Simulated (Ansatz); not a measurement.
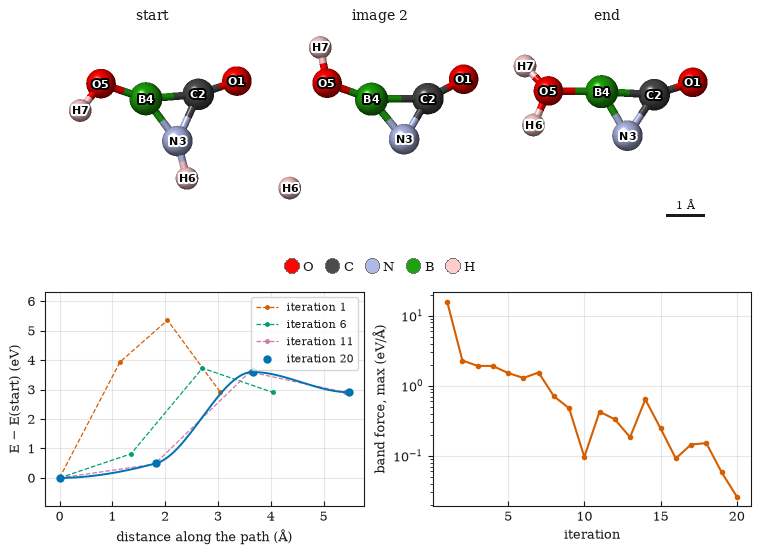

A nudged-elastic-band calculation for CH2BNO2. Images are numbered from 0 (start) to 3 (end). The plot follows the band through its iterations. Style: ball-and-stick. Shown at a tilt.

The calculation used UKS B3LYP-D4/def2-SVP in Ansatz 0.2.0. Set-up: 2 movable images; no climbing image; force threshold 0.05 eV/Å; iteration limit 60; starting path through a guess of the saddle point.

**How did the profile develop, and is the result final?**

The run is converged, with reservations. The band converged in 20 iterations. The largest component of the band force went from 16 to 0.026 eV/Å. No image climbed, so the highest image needn't lie on the saddle point, and the true maximum along this path can be higher. So few images resolve the path coarsely. The first iteration put the highest image at 5.36 eV. The highest point, image 2, lies 3.60 eV above the start and 0.69 eV above the end; the end is at +2.91 eV relative to the start.

The run took 83 s on 2 threads of AMD EPYC 7R43 64-Core Processor (Zen 3), on a shared host, peak memory 0.23 GiB.
